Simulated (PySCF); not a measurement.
# C2H13FOSi4 (SMILES F[C@H]([SiH3])C[SiH2][SiH2]O[SiH3]): what the fields show

Input file:

```
{"job": {"kind": "nmr", "xc": "PBE0", "basis": "pcSseg-1"}, "charge": 0, "multiplicity": 1}
F     -1.433349     0.207827    -1.585825
C     -2.185861    -0.222991    -0.484247
Si    -3.992162     0.386097    -0.733595
C     -1.529315     0.283360     0.787975
Si     0.279322    -0.316480     0.988239
Si     1.600711     0.291058    -0.800414
O      3.139682     0.212637    -0.265641
Si     4.543526    -0.367699     0.273061
H     -2.122813    -1.317557    -0.520243
H     -4.800351    -0.247604     0.309069
H     -4.437069    -0.010314    -2.066830
H     -4.000275     1.840799    -0.589440
H     -2.133208    -0.060021     1.627312
H     -1.569621     1.373714     0.795281
H      0.692709     0.210205     2.303639
H      0.164969    -1.776168     1.197233
H      1.492242     1.679164    -1.260961
H      1.539981    -0.605986    -1.960199
H      5.133610    -1.179792    -0.789600
H      5.346949     0.812436     0.577878
H      4.261401    -1.175743     1.460723
```

Launched as:

```sh
OMP_NUM_THREADS=1 python probes_run.py task.json out
```

Geometry: GFN2-xTB.

These are results of PBE0/pcSseg-1, SCF density, gas phase, non-relativistic (PySCF), not measurements.

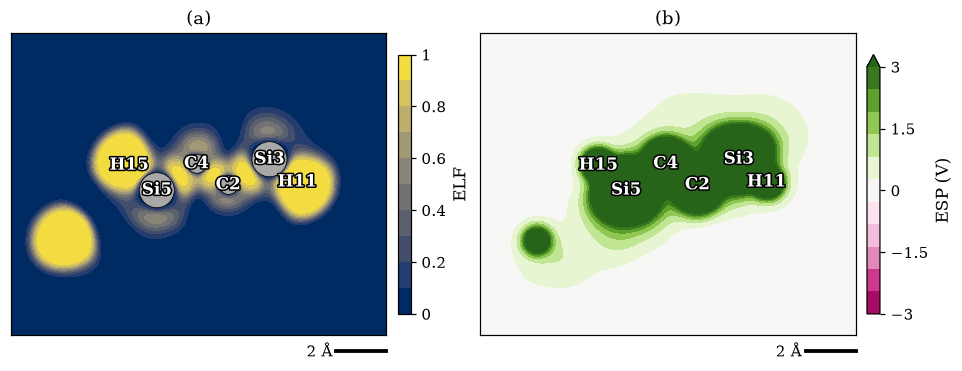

Figure 1. (a) ELF; (b) molecular electrostatic potential on the plane of atoms Si3, C2 and C4. Grey discs cover the atomic cores in the ELF map.

### What do the fields say about this system?

The section cuts through C, Si and H sites.
C–C (1.52 Å): the ELF peaks at about 0.95 between the atoms, as expected for localised, covalent bonding.
C–Si (1.92 Å): the ELF peaks at about 0.95 between the atoms; a covalent bond.
Si–H (1.46 Å): the ELF climbs to about 1 towards the hydrogen, as it does in any bond to H.
The potential has no marked negative region in this plane.

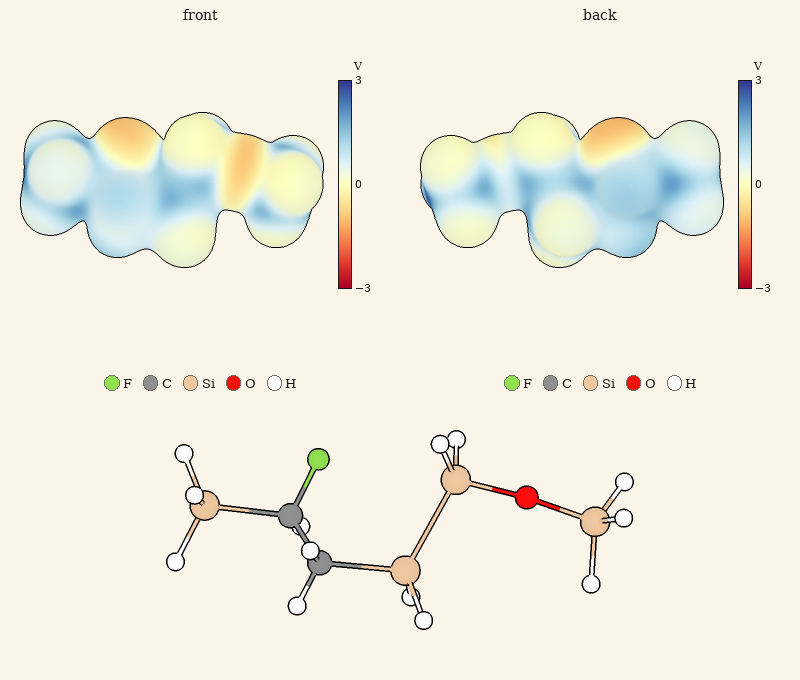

Figure 2. The electrostatic potential painted on the density surface at 0.004 e/bohr³, seen from the front and from behind; the colour scale runs from red (negative) to blue (positive). The bare structure is drawn below in the same view.

### Which sites attract a positive test charge, and which a negative one?

A positive charge is drawn to the negative regions and a negative charge to the positive ones. The most negative region (about −1.0 V) lies over F1, the most positive (about +2.2 V) over Si3 and Si8.
